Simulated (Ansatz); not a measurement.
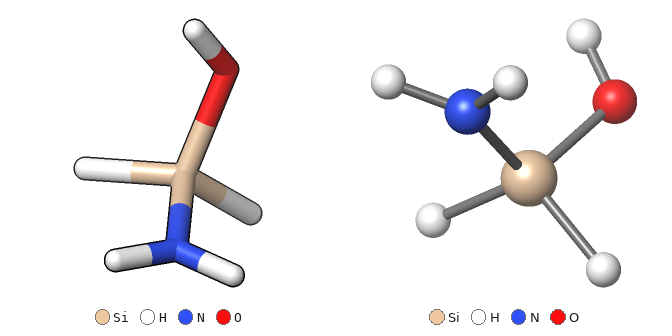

The same structure drawn twice, from different directions.

The geometry was computed by an optimisation with PBE0-D4/def2-TZVP.

Give the formula.

Answer. H5NOSi, 8 atoms: 5 hydrogen, 1 nitrogen, 1 oxygen and 1 silicon.

How many bonds of each kind are drawn?

Answer. 2 Si–H, 2 N–H, 1 O–Si, 1 N–Si, 1 O–H. Sticks follow a distance rule.

What is the point group of this geometry?

Answer. C1.

How many atoms are distinct by symmetry?

Answer. 8: 1 Si, 1 H, 1 H, 1 N, 1 O, 1 H, 1 H, 1 H.

More results for the same structure follow; atom numbers are the same in all pictures, views and colours differ.

Shape

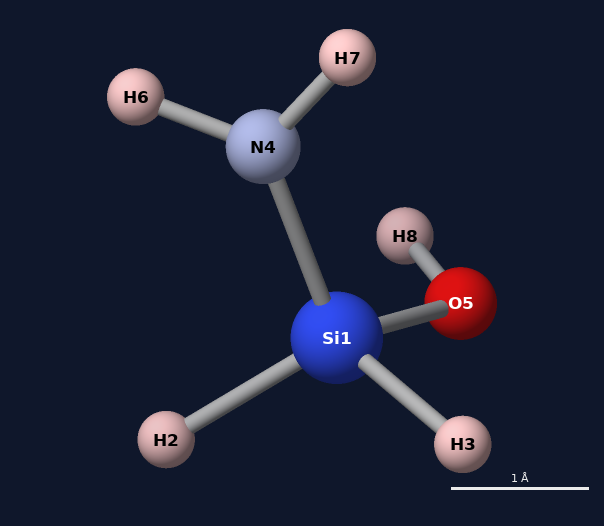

The atoms are numbered.

Estimate the angles H2–Si1–H3, H2–Si1–N4, H2–Si1–O5, H3–Si1–N4, H3–Si1–O5, N4–Si1–O5, Si1–N4–H6, Si1–N4–H7, H6–N4–H7, Si1–O5–H8.

```tsv
angle	degrees
H2–Si1–H3	112.8
H2–Si1–N4	104.6
H2–Si1–O5	110.6
H3–Si1–N4	110.4
H3–Si1–O5	102.5
N4–Si1–O5	116.3
Si1–N4–H6	122.4
Si1–N4–H7	123.7
H6–N4–H7	112.5
Si1–O5–H8	117.3
```

Vibrations

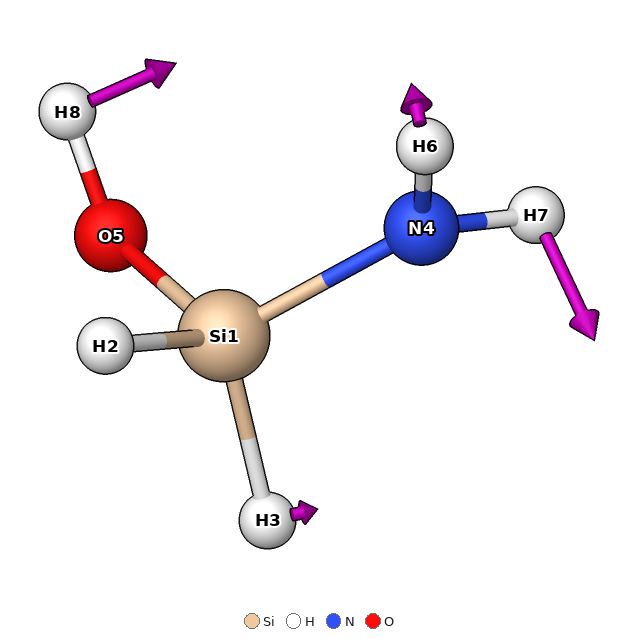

The arrows show one normal mode. Harmonic vibrations computed with RKS PBE0-D4/def2-TZVP (Ansatz 0.2.0) at a stationary point of the same level.

What kind of motion is it?

Answer. A torsion or out-of-plane motion in which bond lengths and bond angles hardly change.

Estimate its harmonic wavenumber.

Answer. 295 cm⁻¹; it is mode 3 of 18 counted from the lowest.

Dipole moment

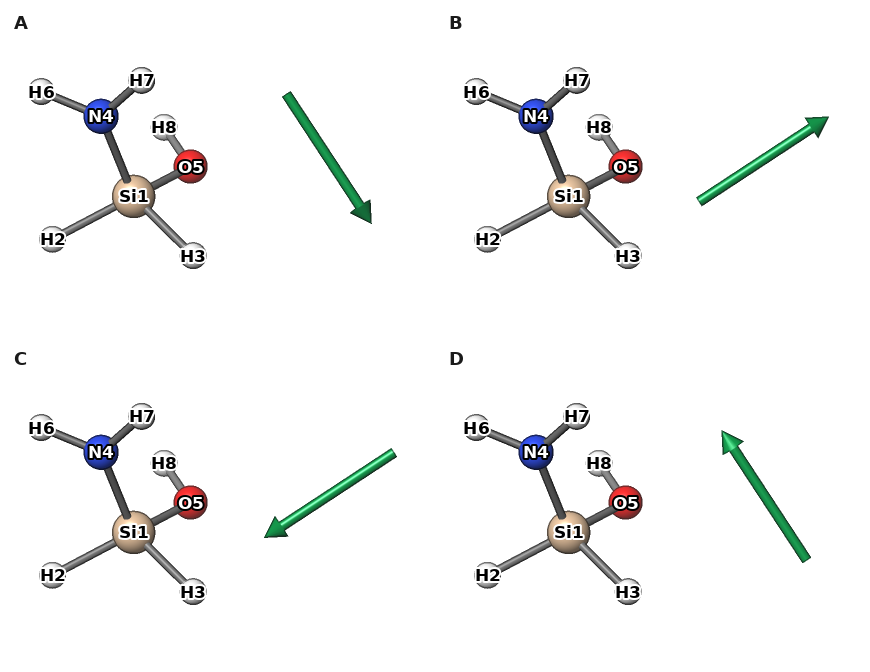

The same molecule four times, each with an arrow. Method: RKS PBE0-D4/def2-TZVP (Ansatz 0.2.0).

Which arrow points along the dipole moment, from the negative to the positive end?

Answer. D. The dipole moment is 2.40 D; it points from the side of H3 to the side of H6 (the outermost atoms at the two ends).

Electronic properties

Level of theory: RKS PBE0-D4/def2-TZVPP (Ansatz 0.2.0).

Predict the main results.

- HOMO energy (Kohn–Sham orbital): −7.64 eV
- LUMO energy (Kohn–Sham orbital): 0.64 eV
- HOMO–LUMO gap: 8.28 eV
- dispersion correction: −9.2 kJ/mol

Charges

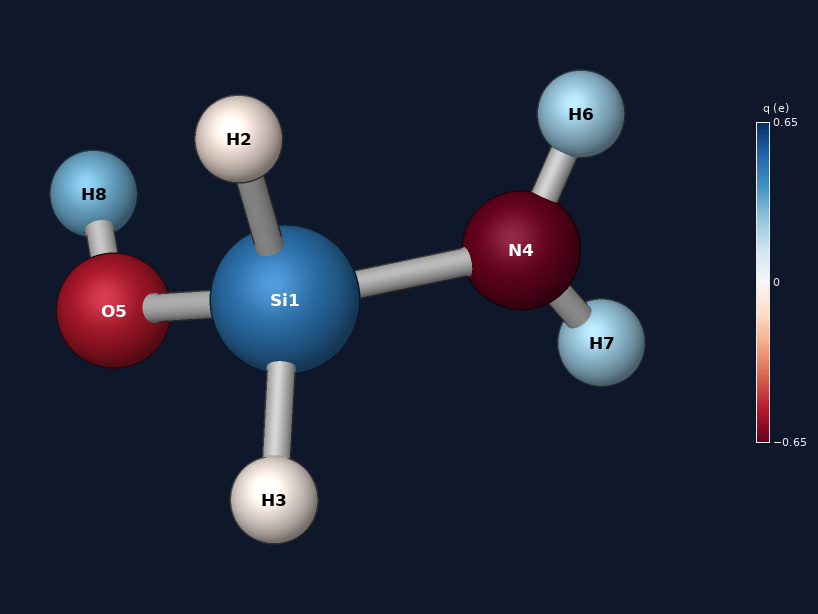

Atoms are coloured by their Mulliken charges. Properties computed with RKS PBE0-D4/def2-TZVP (Ansatz 0.2.0).

Which atom carries the highest charge (most positive or least negative)?

Answer. Si1 (0.47 e).

And the lowest?

Answer. N4 (−0.64 e).

List the Mulliken charges.

```tsv
atom	value (e)
Si1	0.47
H2	−0.07
H3	−0.05
N4	−0.64
O5	−0.52
H6	0.24
H7	0.24
H8	0.32
```

Mulliken values depend strongly on the basis set and can even reverse the polarity of a bond.
